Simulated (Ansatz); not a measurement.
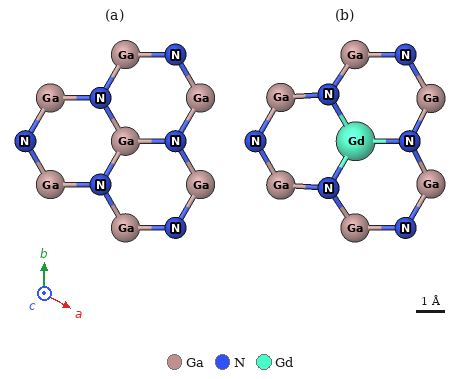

Left: perfect GaN. Right: the same region with one point defect, after relaxing the atoms in a supercell of 32 sites. Style: ball-and-stick. Shown: the atoms within 4.6 Å of one point, in a slice 3.4 Å thick across the line of sight, along the c axis.

These are results of DFT, PBE, plane-wave PAW, default files, scalar-relativistic (Ansatz), not measurements. Settings: plane-wave cutoff 420 eV; k-point mesh 4 × 4 × 2; occupations fermi dirac; smearing width 0.01 eV; collinear spin. The axes drawn are those of the host's conventional cell.

### Which defect is it?

A gallium atom is replaced by gadolinium.

The charge state of the cell is 0.

### How does the lattice respond?

In the host the Ga atom has 4 N at 1.94 to 1.95 Å; the Gd atom ends with 4 N at 2.14 to 2.19 Å. Of the host's atoms, a nitrogen atom moves furthest from its site, by 0.31 Å. The Gd atom itself moves 0.06 Å from where it was put. The cell's net moment is 7.00 μB.

Limits of the set-up: the periodic images lie only 6.4 Å apart, so the values are limited by the cell's size.
